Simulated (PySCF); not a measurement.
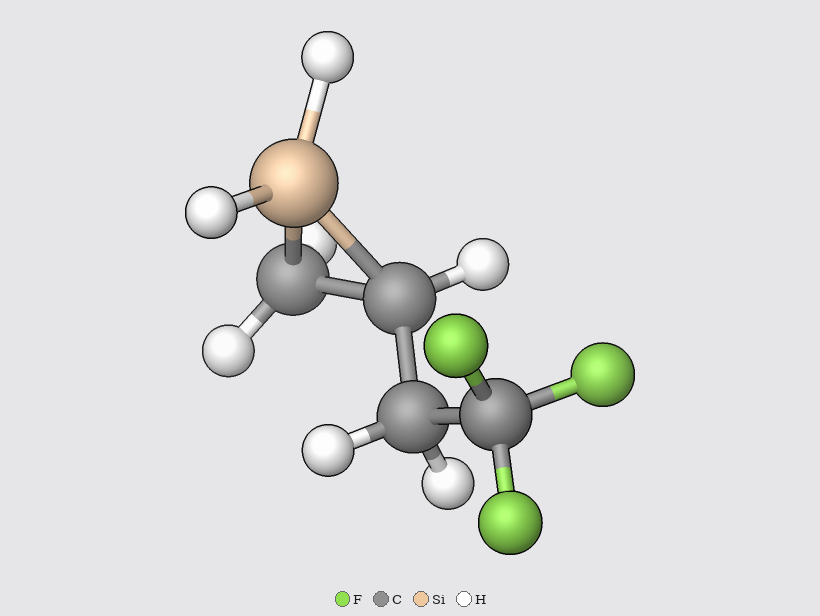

The geometry was computed by an optimisation with PBE0-D3(BJ)/def2-SVP. No frequency run is at hand to confirm it as a minimum.

Draw it as a skeletal formula.

SMILES: FC(F)(F)C[C@H]1C[SiH2]1

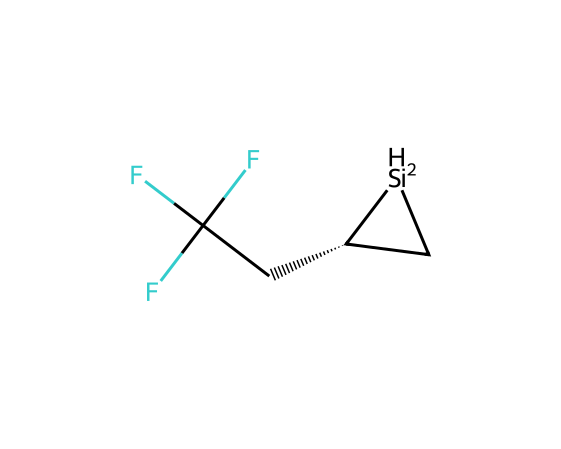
